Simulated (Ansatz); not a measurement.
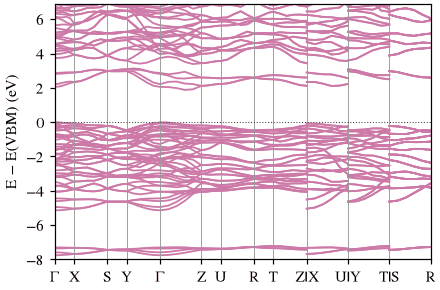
Figure: Band structure from r²SCAN (plane waves, PAW; program Ansatz)

Q: Read off the gap and where the band edges lie.

A: About 1.9 eV (1.87 eV by a search for the band edges); maximum at Γ, minimum on the Γ–Z line, 67 % of the way from Γ.

Q: Which compound is it?
A) Mg2GeSe4, Pnma (Pearson symbol oP28)
B) Hf3N4, Pnma (Pearson symbol oP28)
C) MnO2, Pnma (Mn on 4c, O on 4c, O on 4c)
D) ZrO2, Pnma (Zr on 4c, O on 4c, O on 4c)

A: A, Mg2GeSe4, Pnma (Pearson symbol oP28)

The first step of the workflow began from a Materials Project structure, measured or hypothetical; the Crystallography Open Database files this formula in space group No. 62, but the cells were not matched. Whether it is the stable phase at ambient conditions was not checked. The r²SCAN relaxation kept the symmetry of its start; whether a distortion lowers the energy is not shown. Scalar-relativistic: spin–orbit coupling is off unless named, which matters more the heavier the elements.

Potentials: the later of the program's two PAW sets.
